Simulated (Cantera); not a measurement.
A closed system holds: 1 mol AlN, 0.046 mol N2, held at 13300 Pa.

These are equilibrium values from Cantera (NASA tables, ideal gas, pure condensed phases), not measurements of a reactor. Candidate condensed phases: Al, AlN; 5 gas species. Kinetics and transport are ignored.

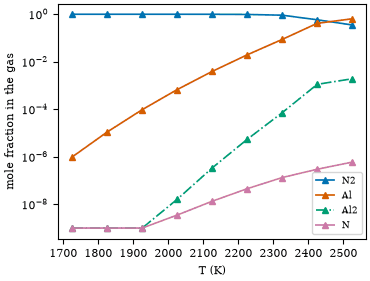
Fig. 1. Equilibrium gas composition (values under 1e-9 drawn at 1e-9)

From 1725 K to 2425 K the condensed part is AlN(s). At 2525 K nothing is condensed. The main Al-bearing gas is Al throughout.
